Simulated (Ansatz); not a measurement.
# Convergence study of Cu, part 2 of 2

Which SCF settings change the result for Cu, and which only the effort? The default run comes first. Cu is taken in the deposited crystal structure (space group Fm-3m), 1 atom in the cell. Source: COD entry 9012043, which need not be the ambient phase.

Ansatz 0.2.0; DFT PBEsol, PAW, plane waves, scalar-relativistic.

**8. One k-point (Gamma), no switch to direct minimisation**

input.yaml reads:

```yaml
crystal:
  lattice:
    - [0.0, 1.8075, 1.8075]
    - [1.8075, 0.0, 1.8075]
    - [1.8075, 1.8075, 0.0]
  atoms:
    - { symbol: Cu, position: [0.0, 0.0, 0.0] }
hamiltonian:
  xc: pbesol
  pseudopotentials: { kind: paw }
basis:
  ecutwfc: 420
kpoints:
  mp_grid: { grid: [1, 1, 1] }
scf:
  occupations: { method: gaussian, width: 0.1 }
  lower_state_search: "off"
  algorithm: density_mixing
  max_iter: 100
  mixing: {}
output:
  forces: true
  stress: true
```

The run is started by

```bash
> ansatz run input.yaml --threads 2 --pin off --max-ram 5120MiB --backend cpu --events-out ev --progress --plain --runs-dir out
```

What it wrote:

```text
[... 11 lines as in an earlier run ...]
k-points: 1
[... 7 lines as in an earlier run ...]
SCF iter   1: F=—  HF=-6598.811453 eV  |F-HF|=—  |Δ(HF+E_count)|=         —  Δρ=1.46e-1  dr2=1.15e0  ethr=1.77e-3  ⟨swp⟩=6.0  Hψ=73  notcnv=0
preconditioner: auto → none  [insulator: Δε(μ)=24.565 eV  Ē_g=28.118 eV  σ=0.100 eV  W_gap=0.75  n_scr=0 (ndim 8)  ℏωp=35.8 eV  f_vac=0.000  D(μ)=17.98/eV (n_scr^D=940)  ε∞_Penn≈2.6]
SCF iter   2: F=—  HF=-6598.612771 eV  |F-HF|=—  |Δ(HF+E_count)|=   1.99e-1  Δρ=2.71e-2  dr2=1.98e-2  ethr=1.77e-3  ⟨swp⟩=2.0  Hψ=36  notcnv=0
SCF iter   3: F=—  HF=-6598.548246 eV  |F-HF|=—  |Δ(HF+E_count)|=   6.45e-2  Δρ=3.20e-2  dr2=5.30e-2  ethr=1.04e-4  ⟨swp⟩=4.0  Hψ=42  notcnv=0
SCF iter   4: F=—  HF=-6598.538401 eV  |F-HF|=—  |Δ(HF+E_count)|=   9.85e-3  Δρ=3.86e-3  dr2=7.34e-4  ethr=1.04e-4  ⟨swp⟩=2.0  Hψ=23  notcnv=0
SCF iter   5: F=—  HF=-6598.538251 eV  |F-HF|=—  |Δ(HF+E_count)|=   1.50e-4  Δρ=2.54e-4  dr2=2.64e-6  ethr=3.86e-6  ⟨swp⟩=4.0  Hψ=23  notcnv=0
SCF iter   6: F=—  HF=-6598.538224 eV  |F-HF|=—  |Δ(HF+E_count)|=   2.61e-5  Δρ=8.25e-5  dr2=2.27e-7  ethr=1.39e-8  ⟨swp⟩=4.0  Hψ=32  notcnv=0
SCF iter   7: F=—  HF=-6598.538225 eV  |F-HF|=—  |Δ(HF+E_count)|=   1.01e-7  Δρ=3.15e-5  dr2=3.65e-8  ethr=5.26e-10  ⟨swp⟩=6.0  Hψ=58  notcnv=0
SCF iter   8: F=-6598.538225 eV  HF=-6598.538225 eV  |F-HF|=7.50e-9  |Δ(HF+E_count)|=   3.81e-8  Δρ=7.98e-6  dr2=1.84e-9  ethr=1.92e-10  ⟨swp⟩=4.0  Hψ=43  notcnv=0
SCF 1 converged in 8 iterations: F = -6598.538225 eV  dr2 = 1.84e-9
SCF converged after 8 iterations
Free energy (F): -6598.538225 eV
Harris-Foulkes:  -6598.538225 eV  (|F-HF|=7.50e-9)
Internal energy: -6598.448344 eV  (E = F + TS)
E sigma→0 (E₀):  -6598.493284 eV
Entropy (-TS):   -0.089881 eV (-89.881 meV/atom)
Fermi energy:    13.182716 eV
--- Per-component energies (eV) ---
  E_band       = -392.839111
  E_kinetic    = 287.568839
  E_local      = -3992.073524  (includes V_loc(G=0)·N_el)
  E_nonlocal   = 357.209902
  E_hartree    = 1732.249370
  E_xc         = -91.615172
  E_vxc        = -118.791254  (∫ρ·V_xc dr)
  E_paw        = -1595.540531  (= ΣΔE_a)
  E_vpaw       = -391.249081  (= ΣTr[D̂ρ^β])
  E_aug_tail   = 0.000267  (compensation charges beyond the density's cutoff)
  E_ewald      = -3296.453696
  E_core_change = 0.206202  (= ΣΔE_core)
  E_smearing   = -0.089881  (= −TS)
  E_closure    = 0.000000  (closes the sum)
  Σ components = -6598.538225   (vs F -6598.538225, Δ=0.00e0)
--- Forces (eV/Å), atoms counted from 1 ---
  atom   1  Cu    -0.00000000     0.00000000     0.00000000
  max |Σ_I F_I| component: 3.27e-25 eV/Å
--- Stress (GPa, compression-positive) ---
      -84.529815       0.000000       0.000000
       -0.000000     -84.529815       0.000000
        0.000000      -0.000000     -84.529815
  P = ⅓ Tr σ = -84.5298 GPa (-845.298 kbar)
```

It took 0.85 s on 2 threads of Intel Xeon Platinum 8375C at 2.90GHz (Ice Lake), shared host; peak memory 0.3 GiB.

Compared with step 2: free energy shifted by -9774 meV/atom, pressure -84.5 GPa against -6.6; 8 iterations in place of 6.

Such a setting isn't fit for results; the run shows only what it costs.

**9. Anderson, β 0.5, history 12, no preconditioner**

Changes to input.yaml since step 8:

```diff
@@ -13,3 +13,3 @@
 kpoints:
-  mp_grid: { grid: [1, 1, 1] }
+  mp_grid: { grid: [13, 13, 13] }
 scf:
@@ -19,3 +19,3 @@
   max_iter: 100
-  mixing: {}
+  mixing: { algorithm: anderson, ndim: 12, beta: 0.5, preconditioner: none }
 output:
```

The run is started by

```bash
> ansatz run input.yaml --threads 2 --pin off --max-ram 5120MiB --backend cpu --events-out ev --progress --plain --runs-dir out
```

What it wrote:

```text
[... 19 lines as in an earlier run ...]
SCF iter   1: F=—  HF=-6588.770705 eV  |F-HF|=—  |Δ(HF+E_count)|=         —  Δρ=2.12e-2  dr2=2.77e-2  ethr=1.77e-3  ⟨swp⟩=5.2  Hψ=5835  notcnv=0
SCF iter   2: F=—  HF=-6588.776758 eV  |F-HF|=—  |Δ(HF+E_count)|=   6.05e-3  Δρ=2.62e-2  dr2=4.47e-2  ethr=1.46e-4  ⟨swp⟩=2.3  Hψ=2743  notcnv=0  defer=28  κ⁻¹=1.0e0(r=1)
SCF iter   3: F=—  HF=-6588.764338 eV  |F-HF|=—  |Δ(HF+E_count)|=   1.24e-2  Δρ=1.71e-3  dr2=1.46e-4  ethr=1.46e-4  ⟨swp⟩=2.0  Hψ=1933  notcnv=0  defer=28  κ⁻¹=1.3e-4(r=2)
SCF iter   4: F=—  HF=-6588.764295 eV  |F-HF|=—  |Δ(HF+E_count)|=   4.38e-5  Δρ=2.72e-4  dr2=3.59e-6  ethr=7.70e-7  ⟨swp⟩=2.6  Hψ=2075  notcnv=0  defer=28  κ⁻¹=1.0e-6(r=3)
SCF iter   5: F=—  HF=-6588.764292 eV  |F-HF|=—  |Δ(HF+E_count)|=   2.36e-6  Δρ=4.25e-5  dr2=6.87e-8  ethr=5.26e-10  ⟨swp⟩=3.3  Hψ=4623  notcnv=0  κ⁻¹=2.5e-8(r=4)
SCF iter   6: F=-6588.764292 eV  HF=-6588.764292 eV  |F-HF|=6.26e-9  |Δ(HF+E_count)|=   4.82e-9  Δρ=9.05e-6  dr2=3.25e-9  ethr=3.62e-10  ⟨swp⟩=2.4  Hψ=3924  notcnv=0
SCF 1 converged in 6 iterations: F = -6588.764292 eV  dr2 = 3.25e-9
SCF converged after 6 iterations
[... 1 line as in an earlier run ...]
Free energy (F): -6588.764292 eV
Harris-Foulkes:  -6588.764292 eV  (|F-HF|=6.26e-9)
Internal energy: -6588.762578 eV  (E = F + TS)
E sigma→0 (E₀):  -6588.763435 eV
Entropy (-TS):   -0.001714 eV (-1.714 meV/atom)
Fermi energy:    16.760455 eV
[... 24 lines left out: energy terms, forces, stress ...]
```

Run time: 1.1 s. Hardware: 2 threads of Intel Xeon Platinum 8375C at 2.90GHz (Ice Lake), shared host; peak memory 0.32 GiB.

6 iterations, as in the default run; the same free energy.

**10. Comparison**

| step | settings | iterations | time | against the default run |
| --- | --- | --- | --- | --- |
| 2 | default SCF settings | 6 | 0.87 s | reference |
| 3 | tetrahedron occupations | 5 | 0.99 s | free energy shifted by +2.4 meV/atom, zero-width estimate shifted by +1.5 meV/atom |
| 4 | cold smearing, width 0.5 eV | 5 | 1.1 s | free energy shifted by +1.2 meV/atom, zero-width estimate shifted by -2.6 meV/atom |
| 5 | linear mixing, β 0.4, Kerker | 14 | 1.5 s | the same free energy |
| 6 | iteration limit 5 | 5 | 1.4 s | the same free energy |
| 7 | Broyden, β 0.7, preconditioner LDOS | 6 | 1.5 s | the same free energy |
| 8 | one k-point (Gamma), no switch to direct minimisation | 8 | 0.85 s | free energy shifted by -9774 meV/atom, pressure -84.5 GPa against -6.6 |
| 9 | Anderson, β 0.5, history 12, no preconditioner | 6 | 1.1 s | the same free energy |

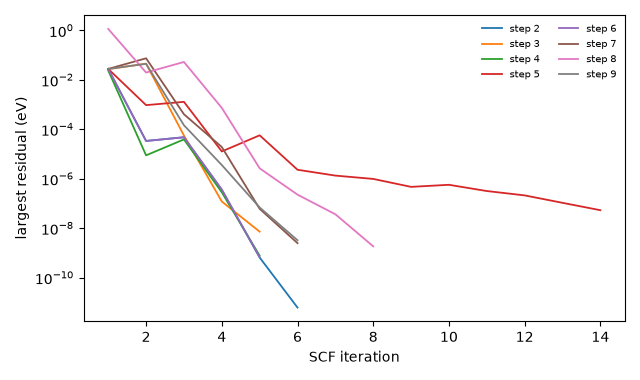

Residual along the iterations.

**11. Outcome**

What follows sums up all 2 parts.

```
                                                              quantity                                                                   value
                                                           default run                                 6 iterations, with no gap on the k-mesh
                  fewest iterations to that state among the runs shown                                                   5 (iteration limit 5)
                                                 most iterations to it                                       14 (linear mixing, β 0.4, Kerker)
           runs that end in another state, among changes of path alone                                                                       0
largest shift of the free energy by occupations, cutoff, mesh or field  -9774 meV/atom (one k-point (Gamma), no switch to direct minimisation)
```

5 runs solve the same problem and reach the default's state, in 5 to 14 iterations: there the settings change the path, not the answer. Occupations, cutoff, mesh and fields change the problem that is solved, not just the path; the largest shift here is that of “one k-point (Gamma), no switch to direct minimisation”. Other settings tried on this cell gave no result: linear mixing, β 1.0, Kerker (not converged after 100 iterations, cycles); linear mixing, β 0.9, no preconditioner (not converged after 100 iterations, cycles); fixed occupations (input refused). Counts include iterations that the program adds to test a close, so a difference of one or two ranks nothing. The starting density is a sum of atomic densities corrected by a trained network, so it is already close to self-consistency.
